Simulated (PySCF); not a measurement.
**Cl$_{2}$GeH$_{2}$, SMILES `Cl[GeH2]Cl`: what the electrons do**

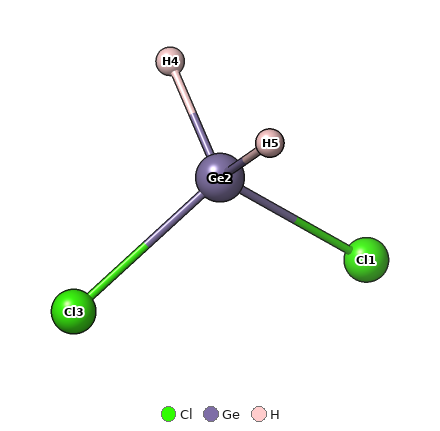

The molecule, with its atoms numbered as below. No frequency check shows the geometry to be a minimum.

Geometry (Å), atoms numbered from 1:

```
Cl1     -1.6985   -0.6404   -0.0000
Ge2     -0.0001    0.5899    0.0000
Cl3      1.6986   -0.6403    0.0000
H4      -0.0003    1.4483    1.2462
H5       0.0003    1.4483   -1.2462
```

### 1. Bonding charge

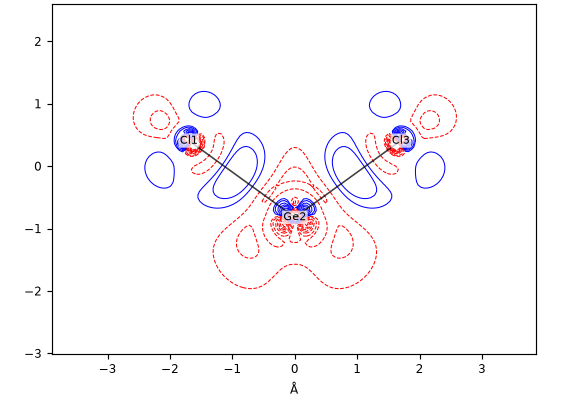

Deformation density (molecule less spherical, spin-averaged free atoms) in the plane of Cl1, Ge2 and Cl3; contours at ±0.05 to ±0.8 e/Å³; solid blue lines: gain, dashed red lines: loss.

Method: ωB97X/def2-TZVP; geometry: GFN2-xTB; program: PySCF.

Question: Describe the bonding that the map shows.

Answer: Cl1–Ge2 and Ge2–Cl3: +0.10 e/Å³ at the bond critical point (bond length 2.10 Å, Mayer order 1.1). In all, 1.2 electrons gather in the regions of gain relative to the promolecule. A small or negative value marks a very polar bond, one between electron-rich atoms, whose free-atom densities already overlap strongly, a long bond to a heavier atom, or a closed-shell contact such as a hydrogen bond.

Question: Where do the Hirshfeld charges lie?

Answer: The highest Hirshfeld charge is on Ge2 (+0.38 e), the lowest on Cl1 and Cl3 (−0.14 e).

### 2. Bond critical points

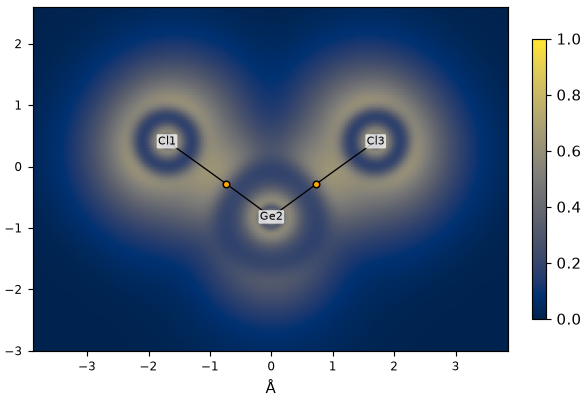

Localised orbital locator (LOL) in the plane of Cl1, Ge2 and Cl3, with bond paths and bond critical points (dots).

Question: What values does LOL take at the bond critical points in this plane?

Answer: Cl1–Ge2 and Ge2–Cl3: about 0.43. Values above 0.5 mark slow, localised electrons, as in shared pairs; low values at a critical point mark a polar or closed-shell contact whose critical point lies between the shells.

Question: Where along Cl1–Ge2 does the critical point lie?

Answer: 1.19 Å from Cl1 and 0.91 Å from Ge2.

### 3. Electrostatic potential

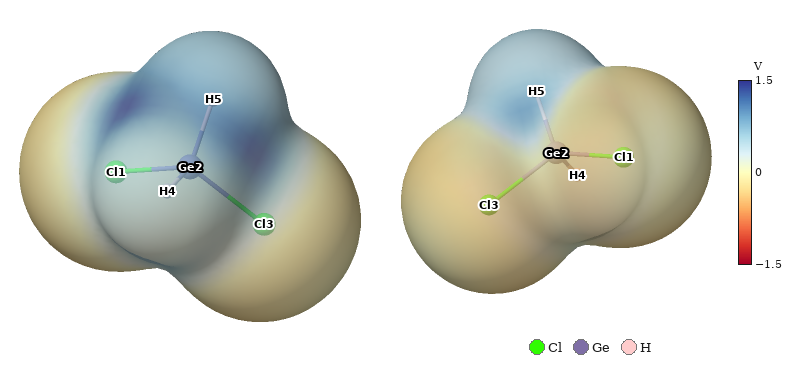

Electrostatic potential on the surface of electron density 0.001 a.u. (back view left, front view right).

Question: Where are the extremes of the potential on the surface?

Answer: Highest: 1.42 V, near H5 (2.00 Å), H4 (2.06 Å) and Ge2 (2.07 Å). Further maxima include 0.88 V, 1.9 Å from H4, and at like points elsewhere; 0.03 V, 2.0 Å from Cl3. Lowest: −0.43 V, 2.1 Å from Cl3, and at like points elsewhere. The surface is sampled at points, so like sites can differ by a few per cent and only the strongest of them is named.

### 4. In an electric field

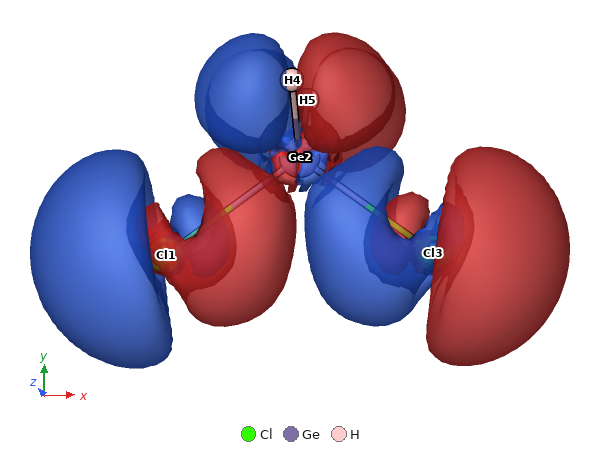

Change of the electron density in a uniform field of 0.21 V/Å, surfaces at ±0.001 e/Å³ (red: gain, blue: loss).

Computed with PySCF, ωB97X/def2-TZVP, geometry: GFN2-xTB. A basis without diffuse functions makes polarisabilities too small.

The field was applied in both directions; the picture shows the one opposite to the script's first.

Question: Along which Cartesian direction does the field point?

Answer: Along −x: electrons gather on the +x side, against the field.

Question: How large is the response?

Answer: The induced dipole is 0.60 D (along the field); α along this axis, from the fields in both directions, is 59 bohr³ (8.8 Å³).

### 5. Removing or adding an electron

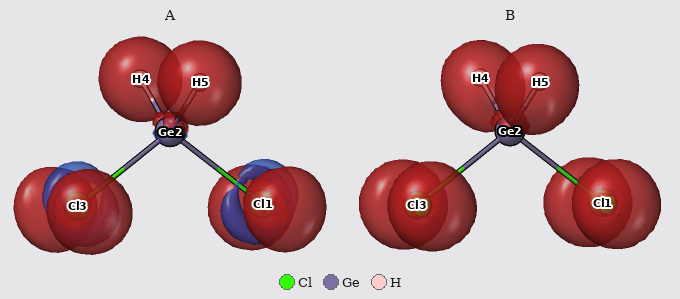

The Fukui function f⁻ from two separate SCF calculations and the density of the HOMO, at ±0.03 e/Å³ (red positive, blue negative).

Question: Which panel is which, and how good is the frozen-orbital picture?

Answer: A is f⁻ (it has negative regions), B the HOMO density. The HOMO lies on Cl1 and Cl3 (30 % each), Ge2 (16 %) and H4 and H5 (12 % each); f⁻ (Hirshfeld-condensed) is largest on Cl1 and Cl3 (0.30 each); the vertical ionisation energy is 11.59 eV (the stability of the cation's solution wasn't checked). Relaxation shifts 3 % of the electron between atoms. The orbital energy is −11.40 eV.
